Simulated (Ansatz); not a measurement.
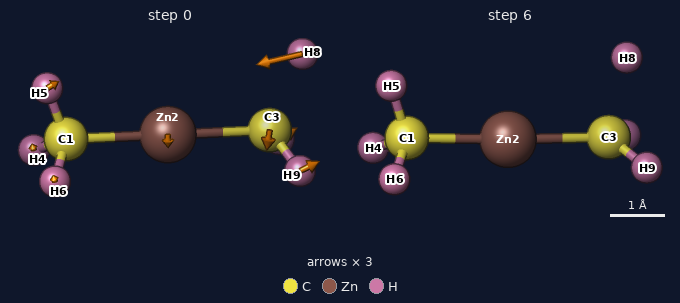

The structure of C$_{2}$H$_{6}$Zn before (left) and after (right) a constrained relaxation, at one scale. The orange arrows give the displacements, 3 times their true length.

A ball-and-stick model, seen at a tilt.

These are results of RKS PBE0-D4/def2-TZVP (Ansatz 0.2.0), not measurements.

Input
```yaml
crystal:
  periodic: [false, false, false]
  atoms:
    - {symbol: C, position_ang: [-0.934292, 1.300547, -1.087009]}
    - {symbol: Zn, position_ang: [0.010071, -0.005029, -0.001978]}
    - {symbol: C, position_ang: [0.954012, -1.310801, 1.083185]}
    - {symbol: H, position_ang: [-1.806902, 0.853649, -1.571012]}
    - {symbol: H, position_ang: [-0.287732, 1.703210, -1.871379]}
    - {symbol: H, position_ang: [-1.283435, 2.139714, -0.479292]}
    - {symbol: H, position_ang: [0.467289, -2.288685, 1.035546]}
    - {symbol: H, position_ang: [2.449391, -1.490682, 0.589514]}
    - {symbol: H, position_ang: [0.983850, -1.004019, 2.132191]}
basis:
  gaussian: {orbitals: def2-TZVP}
hamiltonian: {xc: pbe0, dispersion: d4}
relax: {f_tol: 0.005, max_steps: 200, constraints: [{distance: [2, 7]}]}
```

**Summarise the run.**

Over 6 geometry steps the energy falls by 9.92 kJ/mol. Largest force component: 0.59 eV/Å at the start, 0.0013 eV/Å at the end. H8 moves most after the best rigid fit: 0.30 Å. By element the largest moves are H 0.30 Å, C 0.14 Å, Zn 0.09 Å. Among the contacts that change: Zn2–C3 1.943 → 1.923 Å, C1–Zn2 1.943 → 1.938 Å. Bond angles that change, for instance: Zn2–C3–H7 111.1° → 119.8°, H7–C3–H9 107.8° → 111.2°, C1–Zn2–C3 180.0° → 178.0°. The run took roughly 26 core-seconds on a shared host.
